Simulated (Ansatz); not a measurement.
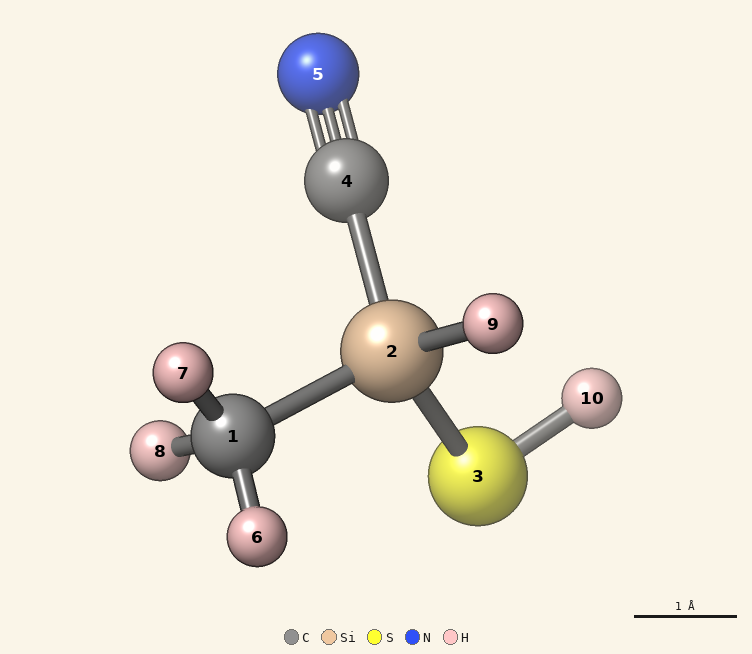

Orthographic view. Distant atoms are faded towards the background colour. The geometry was computed by an optimisation with PBE-D4/def2-SVP. No frequency run is at hand to confirm it as a minimum.

Give the geometry as a Z-matrix, atoms in numerical order, with these reference atoms: 2 to 1; 3 to 2, 1; 4 to 2, 1, 3; 5 to 4, 1, 2; 6 to 1, 2, 4; 7 to 1, 6, 2; 8 to 1, 7, 6; 9 to 2, 4, 1; 10 to 3, 2, 9.

```
C  
Si   1   1.874
S    2   2.156   1   108.0
C    2   1.872   1   108.8   3   118.6
N    4   1.174   1   144.5   2   179.3
H    1   1.108   2   110.3   4  -179.0
H    1   1.108   6   108.7   2  -120.9
H    1   1.108   7   108.4   6   118.0
H    2   1.500   4   105.6   1  -122.0
H    3   1.364   2    94.4   9   -49.8
```
